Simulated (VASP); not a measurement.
**SiNi2 with r2SCAN + rVV10: from relaxation to properties**

What structure and properties does r2SCAN + rVV10 give SiNi2, and how near are they to the measured ones? The steps: relaxing cell and atoms (r2SCAN + rVV10), second relaxation, single point with fields (r2SCAN + rVV10), band structure (r2SCAN + rVV10), density of states (r2SCAN + rVV10) and independent-particle dielectric function (r2SCAN + rVV10). The start is a cell from a database of measured crystal structures.

Program: VASP 6.6.1. Level of theory: r2SCAN with rVV10, spin-polarised from a ferromagnetic start; plane waves and PAW (Si, Ni). Results are calculated unless marked as measured.

The experiments to compare with:

For Ni2Si, orthorhombic Pnma (bulk crystal), “Metallic Nickel Silicides: Experiments and Theory for NiSi and First Principles Calculations for Other Phases” (2016, arxiv:1602.05840) quotes earlier work: lattice constant a (a, Pnma setting) 4.992 Å [literature experimental value used as calculation input].

## (1) The structure

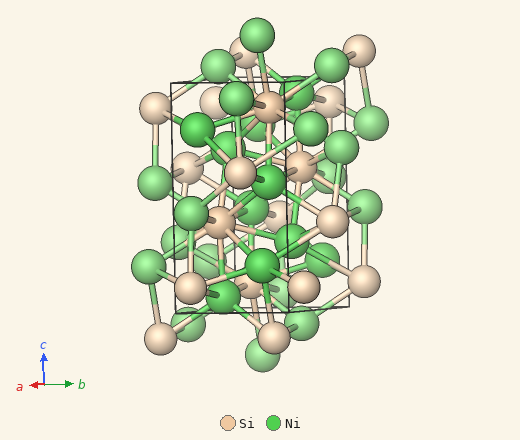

The starting structure, seen slightly off an axis (silicon light orange, nickel green). Some periodic images of atoms are drawn too.

As a file:

```xyz
12
Lattice="4.9900 0.0000 0.0000 0.0000 3.7200 0.0000 0.0000 0.0000 7.0300" Properties=species:S:1:pos:R:3 pbc="T T T"
Si    1.4271    2.7900    4.3164
Si    3.5629    0.9300    2.7136
Si    1.0679    0.9300    0.8014
Si    3.9221    2.7900    6.2286
Ni    4.7804    2.7900    1.4271
Ni    0.2096    0.9300    5.6029
Ni    2.7046    0.9300    4.9421
Ni    2.2854    2.7900    2.0879
Ni    4.1167    2.7900    3.9579
Ni    0.8732    0.9300    3.0721
Ni    3.3683    0.9300    0.4429
Ni    1.6218    2.7900    6.5871
```

## (2) Relaxing cell and atoms (r2SCAN + rVV10)

The start need not lie at this functional's minimum. ISIF = 3 frees volume, shape and positions, and EDIFFG sets the threshold on forces and stress at which the search stops. r2SCAN adds the kinetic-energy density, costs more than a GGA and is run with LASPH. LUSE_VDW switches on a nonlocal correlation term for dispersion.

INCAR reads:

```
SYSTEM = SiNi2
PREC = Accurate
ENCUT = 400
EDIFF = 1E-06
NELM = 100
ISMEAR = 1
SIGMA = 0.2
LREAL = .FALSE.
ALGO = Normal
METAGGA = R2SCAN
LUSE_VDW = .TRUE.
IVDW_NL = 2
BPARAM = 11.95
CPARAM = 0.0093
LASPH = .TRUE.
NBANDS = 71
ISPIN = 2
MAGMOM = 0 0 0 0 1 1 1 1 1 1 1 1
LMAXMIX = 4
LORBIT = 11
LWAVE = .FALSE.
LCHARG = .FALSE.
KPAR = 8
IBRION = 2
NSW = 60
ISIF = 3
EDIFFG = -0.01
```

POSCAR reads:

```
SiNi2
1.0
    4.9900000000      0.0000000000      0.0000000000
    0.0000000000      3.7200000000      0.0000000000
    0.0000000000      0.0000000000      7.0300000000
Si Ni
4 8
Direct
    0.2860000000      0.7500000000      0.6140000000
    0.7140000000      0.2500000000      0.3860000000
    0.2140000000      0.2500000000      0.1140000000
    0.7860000000      0.7500000000      0.8860000000
    0.9580000000      0.7500000000      0.2030000000
    0.0420000000      0.2500000000      0.7970000000
    0.5420000000      0.2500000000      0.7030000000
    0.4580000000      0.7500000000      0.2970000000
    0.8250000000      0.7500000000      0.5630000000
    0.1750000000      0.2500000000      0.4370000000
    0.6750000000      0.2500000000      0.0630000000
    0.3250000000      0.7500000000      0.9370000000
```

KPOINTS reads:

```
Automatic mesh
0
Gamma
6 7 4
0 0 0
```

PAW data sets: Si and Ni (PBE family, release 64).

Command:

```sh
$ mpirun -np 8 vasp_std
```

The log of the run:

```text
[banner, memory and clock lines left out]
running    8 mpi-ranks, on    1 nodes
 distrk:  each k-point on    1 cores,    8 groups
 distr:  one band on    1 cores,    1 groups

 POSCAR found type information on POSCAR SiNi
 POSCAR found :  2 types and      12 ions
|                                                                             |
|           W    W    AA    RRRRR   N    N  II  N    N   GGGG   !!!           |
|           W    W   A  A   R    R  NN   N  II  NN   N  G    G  !!!           |
|           W    W  A    A  R    R  N N  N  II  N N  N  G       !!!           |
|           W WW W  AAAAAA  RRRRR   N  N N  II  N  N N  G  GGG   !            |
|           WW  WW  A    A  R   R   N   NN  II  N   NN  G    G                |
|           W    W  A    A  R    R  N    N  II  N    N   GGGG   !!!           |
|                                                                             |
|     For optimal performance we recommend to set                             |
|       NCORE = 2 up to number-of-cores-per-socket                            |
|     NCORE specifies how many cores store one orbital (NPAR=cpu/NCORE).      |
|     This setting can greatly improve the performance of VASP for DFT.       |
|     The default, NCORE=1 might be grossly inefficient on modern             |
|     multi-core architectures or massively parallel machines. Do your        |
|     Unfortunately you need to use the default for GW and RPA                |
|     calculations (for HF NCORE is supported but not extensively tested      |
|     yet).                                                                   |
|                                                                             |

|                                                                             |
|               ----> ADVICE to this user running VASP <----                  |
|                                                                             |
|     You have switched on vdW-DFT.                                           |
|     This routine was written and supplied by Jiri Klimes. We recommend      |
|     that you carefully read and cite the following publications:            |
|       J. Klimes, D.R. Bowler, A. Michelides                                 |
|          J. Phys.: Cond Matt. 22 022201 (2010)                              |
|       J. Klimes, D.R. Bowler, A. Michelides                                 |
|          Phys. Rev. B. 83, 195131 (2011)                                    |
|     and references therein.                                                 |
|                                                                             |

|                                                                             |
|               ----> ADVICE to this user running VASP <----                  |
|                                                                             |
|     You enforced a specific xc type in the INCAR file but a different       |
|     [... a line on the potential file left out ...]
|     I HOPE YOU KNOW WHAT YOU ARE DOING!                                     |
|                                                                             |

 LDA part: xc-table for (None), standard interpolation
 POSCAR, INCAR and KPOINTS ok, starting setup
 FFT: planning ... GRIDC
 FFT: planning ... GRID_SOFT
 FFT: planning ... GRID
 WAVECAR not read
 entering main loop
       N       E                     dE             d eps       ncg     rms          rms(c)
Total rVV10 correction in eV:      2.2009156   111.2120476
Total rVV10 correction in eV:      2.2009156   111.2120476
Total rVV10 correction in eV:      2.2009156   111.2120476
Total rVV10 correction in eV:      2.2009156   111.2120476
Total rVV10 correction in eV:      2.2009156   111.2120476
Total rVV10 correction in eV:      2.2009156   111.2120476
Total rVV10 correction in eV:      2.2009156   111.2120476
Total rVV10 correction in eV:      2.2009156   111.2120476
DAV:   1     0.617404071481E+03    0.61740E+03   -0.34274E+04 13632   0.151E+03
DAV:   2    -0.765760783605E+02   -0.69398E+03   -0.64636E+03 13632   0.352E+02
DAV:   3    -0.153128703488E+03   -0.76553E+02   -0.69434E+02 14312   0.138E+02
DAV:   4    -0.155793111166E+03   -0.26644E+01   -0.26408E+01 15608   0.276E+01
DAV:   5    -0.155858535906E+03   -0.65425E-01   -0.65398E-01 16640   0.349E+00    0.362E+01
Total rVV10 correction in eV:      2.0155613   111.2120375
Total rVV10 correction in eV:      2.0155613   111.2120375
Total rVV10 correction in eV:      2.0155613   111.2120375
Total rVV10 correction in eV:      2.0155613   111.2120375
Total rVV10 correction in eV:      2.0155613   111.2120375
Total rVV10 correction in eV:      2.0155613   111.2120375
Total rVV10 correction in eV:      2.0155613   111.2120375
Total rVV10 correction in eV:      2.0155613   111.2120375
DAV:   6    -0.148393843046E+03    0.74647E+01   -0.12917E+02 15571   0.127E+02    0.355E+01
Total rVV10 correction in eV:      2.0952595   111.2120348
Total rVV10 correction in eV:      2.0952595   111.2120348
Total rVV10 correction in eV:      2.0952595   111.2120348
Total rVV10 correction in eV:      2.0952595   111.2120348
Total rVV10 correction in eV:      2.0952595   111.2120348
Total rVV10 correction in eV:      2.0952595   111.2120348
Total rVV10 correction in eV:      2.0952595   111.2120348
Total rVV10 correction in eV:      2.0952595   111.2120348
DAV:   7    -0.134401190756E+03    0.13993E+02   -0.35265E+01 15974   0.762E+01    0.958E+00
Total rVV10 correction in eV:      2.0918200   111.2120363
Total rVV10 correction in eV:      2.0918200   111.2120363
Total rVV10 correction in eV:      2.0918200   111.2120363
Total rVV10 correction in eV:      2.0918200   111.2120363
Total rVV10 correction in eV:      2.0918200   111.2120363
Total rVV10 correction in eV:      2.0918200   111.2120363
Total rVV10 correction in eV:      2.0918200   111.2120363
Total rVV10 correction in eV:      2.0918200   111.2120363
DAV:   8    -0.136506920840E+03   -0.21057E+01   -0.72133E+00 17585   0.537E+01    0.150E+01
Total rVV10 correction in eV:      2.0865513   111.2120359
Total rVV10 correction in eV:      2.0865513   111.2120359
Total rVV10 correction in eV:      2.0865513   111.2120359
Total rVV10 correction in eV:      2.0865513   111.2120359
Total rVV10 correction in eV:      2.0865513   111.2120359
Total rVV10 correction in eV:      2.0865513   111.2120359
Total rVV10 correction in eV:      2.0865513   111.2120359
Total rVV10 correction in eV:      2.0865513   111.2120359
DAV:   9    -0.135020131856E+03    0.14868E+01   -0.26471E+00 16528   0.454E+01    0.417E+00
Total rVV10 correction in eV:      2.0757419   111.2120365
[...]
Total rVV10 correction in eV:      2.0111138   111.2120424
Total rVV10 correction in eV:      2.0111138   111.2120424
Total rVV10 correction in eV:      2.0111138   111.2120424
Total rVV10 correction in eV:      2.0111138   111.2120424
Total rVV10 correction in eV:      2.0111138   111.2120424
Total rVV10 correction in eV:      2.0111138   111.2120424
DAV:  11    -0.134958034059E+03    0.10047E-05   -0.60137E-06 16450   0.312E-02    0.817E-03
Total rVV10 correction in eV:      2.0111196   111.2120424
Total rVV10 correction in eV:      2.0111196   111.2120424
Total rVV10 correction in eV:      2.0111196   111.2120424
Total rVV10 correction in eV:      2.0111196   111.2120424
Total rVV10 correction in eV:      2.0111196   111.2120424
Total rVV10 correction in eV:      2.0111196   111.2120424
Total rVV10 correction in eV:      2.0111196   111.2120424
Total rVV10 correction in eV:      2.0111196   111.2120424
DAV:  12    -0.134958034365E+03   -0.30586E-06   -0.13597E-06  8538   0.865E-03
Total rVV10 correction in eV:      2.0111047   111.2120424
Total rVV10 correction in eV:      2.0111047   111.2120424
Total rVV10 correction in eV:      2.0111047   111.2120424
Total rVV10 correction in eV:      2.0111047   111.2120424
Total rVV10 correction in eV:      2.0111047   111.2120424
Total rVV10 correction in eV:      2.0111047   111.2120424
Total rVV10 correction in eV:      2.0111047   111.2120424
Total rVV10 correction in eV:      2.0111047   111.2120424
Total rVV10 correction in eV:      2.0111162   111.2120424
Total rVV10 correction in eV:      2.0111162   111.2120424
Total rVV10 correction in eV:      2.0111162   111.2120424
Total rVV10 correction in eV:      2.0111162   111.2120424
Total rVV10 correction in eV:      2.0111162   111.2120424
Total rVV10 correction in eV:      2.0111162   111.2120424
Total rVV10 correction in eV:      2.0111162   111.2120424
Total rVV10 correction in eV:      2.0111162   111.2120424
   2 F= -.13495803E+03 E0= -.13495306E+03  d E =-.334509E-02  mag=    -0.0000
[... from here on, the cycles between the ionic steps are left out ...]
   3 F= -.13502831E+03 E0= -.13502332E+03  d E =-.736187E-01  mag=    -0.0000
   4 F= -.13504200E+03 E0= -.13503701E+03  d E =-.136966E-01  mag=    -0.0000
   5 F= -.13504325E+03 E0= -.13503826E+03  d E =-.149396E-01  mag=     0.0000
   6 F= -.13504567E+03 E0= -.13504065E+03  d E =-.242090E-02  mag=    -0.0000
   7 F= -.13504609E+03 E0= -.13504104E+03  d E =-.283839E-02  mag=     0.0000
   8 F= -.13504717E+03 E0= -.13504219E+03  d E =-.108294E-02  mag=     0.0000
   9 F= -.13504720E+03 E0= -.13504222E+03  d E =-.111306E-02  mag=     0.0000
  10 F= -.13504828E+03 E0= -.13504342E+03  d E =-.107696E-02  mag=    -0.0000
  11 F= -.13504865E+03 E0= -.13504393E+03  d E =-.145050E-02  mag=     0.0000
  12 F= -.13504865E+03 E0= -.13504395E+03  d E =-.145520E-02  mag=     0.0000
  13 F= -.13504897E+03 E0= -.13504436E+03  d E =-.310977E-03  mag=     0.0000
  14 F= -.13504899E+03 E0= -.13504441E+03  d E =-.337546E-03  mag=    -0.0000
  15 F= -.13504897E+03 E0= -.13504444E+03  d E =-.318722E-03  mag=     0.0000
  16 F= -.13504899E+03 E0= -.13504444E+03  d E =-.335167E-03  mag=    -0.0000
  17 F= -.13504899E+03 E0= -.13504443E+03  d E =-.340052E-03  mag=    -0.0000
 curvature:  -1.11 expect dE=-0.211E-03 dE for cont linesearch -0.102E-05
 trial: gam= 0.49834 g(F)=  0.545E-04 g(S)=  0.136E-03 ort =-0.343E-04 (trialstep = 0.109E+01)
 search vector abs. value=  0.475E-03
 bond charge predicted
       N       E                     dE             d eps       ncg     rms          rms(c)
Total rVV10 correction in eV:      2.0390961   111.2120395
Total rVV10 correction in eV:      2.0390961   111.2120395
Total rVV10 correction in eV:      2.0390961   111.2120395
Total rVV10 correction in eV:      2.0390961   111.2120395
Total rVV10 correction in eV:      2.0390961   111.2120395
Total rVV10 correction in eV:      2.0390961   111.2120395
Total rVV10 correction in eV:      2.0390961   111.2120395
Total rVV10 correction in eV:      2.0390961   111.2120395
DAV:   1    -0.135049590201E+03   -0.59586E-03   -0.71975E-02 15884   0.119E+00    0.239E-01
Total rVV10 correction in eV:      2.0402715   111.2120393
Total rVV10 correction in eV:      2.0402715   111.2120393
Total rVV10 correction in eV:      2.0402715   111.2120393
Total rVV10 correction in eV:      2.0402715   111.2120393
Total rVV10 correction in eV:      2.0402715   111.2120393
Total rVV10 correction in eV:      2.0402715   111.2120393
Total rVV10 correction in eV:      2.0402715   111.2120393
Total rVV10 correction in eV:      2.0402715   111.2120393
DAV:   2    -0.135049604497E+03   -0.14296E-04   -0.59412E-03 16184   0.867E-01    0.179E-01
Total rVV10 correction in eV:      2.0396612   111.2120393
Total rVV10 correction in eV:      2.0396612   111.2120393
Total rVV10 correction in eV:      2.0396612   111.2120393
Total rVV10 correction in eV:      2.0396612   111.2120393
Total rVV10 correction in eV:      2.0396612   111.2120393
Total rVV10 correction in eV:      2.0396612   111.2120393
Total rVV10 correction in eV:      2.0396612   111.2120393
Total rVV10 correction in eV:      2.0396612   111.2120393
DAV:   3    -0.135049061068E+03    0.54343E-03   -0.15634E-03 15736   0.583E-01    0.897E-02
Total rVV10 correction in eV:      2.0396503   111.2120393
Total rVV10 correction in eV:      2.0396503   111.2120393
Total rVV10 correction in eV:      2.0396503   111.2120393
Total rVV10 correction in eV:      2.0396503   111.2120393
Total rVV10 correction in eV:      2.0396503   111.2120393
Total rVV10 correction in eV:      2.0396503   111.2120393
Total rVV10 correction in eV:      2.0396503   111.2120393
Total rVV10 correction in eV:      2.0396503   111.2120393
DAV:   4    -0.135049047576E+03    0.13492E-04   -0.35401E-04 17078   0.333E-01    0.458E-02
Total rVV10 correction in eV:      2.0396809   111.2120393
Total rVV10 correction in eV:      2.0396809   111.2120393
Total rVV10 correction in eV:      2.0396809   111.2120393
Total rVV10 correction in eV:      2.0396809   111.2120393
Total rVV10 correction in eV:      2.0396809   111.2120393
Total rVV10 correction in eV:      2.0396809   111.2120393
Total rVV10 correction in eV:      2.0396809   111.2120393
Total rVV10 correction in eV:      2.0396809   111.2120393
DAV:   5    -0.135049020735E+03    0.26841E-04   -0.49030E-05 19356   0.981E-02    0.128E-02
Total rVV10 correction in eV:      2.0396953   111.2120393
Total rVV10 correction in eV:      2.0396953   111.2120393
Total rVV10 correction in eV:      2.0396953   111.2120393
Total rVV10 correction in eV:      2.0396953   111.2120393
Total rVV10 correction in eV:      2.0396953   111.2120393
Total rVV10 correction in eV:      2.0396953   111.2120393
Total rVV10 correction in eV:      2.0396953   111.2120393
Total rVV10 correction in eV:      2.0396953   111.2120393
DAV:   6    -0.135049020291E+03    0.44425E-06   -0.61550E-06 14378   0.254E-02
Total rVV10 correction in eV:      2.0396975   111.2120393
Total rVV10 correction in eV:      2.0396975   111.2120393
Total rVV10 correction in eV:      2.0396975   111.2120393
Total rVV10 correction in eV:      2.0396975   111.2120393
Total rVV10 correction in eV:      2.0396975   111.2120393
Total rVV10 correction in eV:      2.0396975   111.2120393
Total rVV10 correction in eV:      2.0396975   111.2120393
Total rVV10 correction in eV:      2.0396975   111.2120393
Total rVV10 correction in eV:      2.0396810   111.2120393
Total rVV10 correction in eV:      2.0396810   111.2120393
Total rVV10 correction in eV:      2.0396810   111.2120393
Total rVV10 correction in eV:      2.0396810   111.2120393
Total rVV10 correction in eV:      2.0396810   111.2120393
Total rVV10 correction in eV:      2.0396810   111.2120393
Total rVV10 correction in eV:      2.0396810   111.2120393
Total rVV10 correction in eV:      2.0396810   111.2120393
  18 F= -.13504902E+03 E0= -.13504449E+03  d E =-.260397E-04  mag=     0.0000
 trial-energy change:   -0.000026  1 .order   -0.000063   -0.000190    0.000063
 step:   0.5801(harm=  0.8210)  dis= 0.00085  next Energy=  -135.049039 (dE=-0.448E-04)
 reached required accuracy - stopping structural energy minimisation
```

Wall time 40 min (8 MPI ranks of Intel Xeon Platinum 8488C (Sapphire Rapids), shared host); peak memory 5.9 GiB.

Lines that name or quote the potential files are left out of all logs, and their timing lines are given in words.

[end of part 1 of 7]

[Lines on the potential files, build, host, timing and source positions are cut from VASP's logs without a mark.]

[Logs are printed without paths, hosts, clocks, repeated set-up lines and the standing remarks that a program may print on its own settings, such as how far it seeks lower states.]

[Hosts, paths, dates, database ids (printed as entryN), source tags and the programs' standing remarks are cut or masked in the printed files.]

[A measured line is paired with the nearest computed mode of its activity, which favours agreement.]

[In band tables of VASP the shares of atoms and orbitals are scaled to a sum of 1 inside the atoms' spheres.]
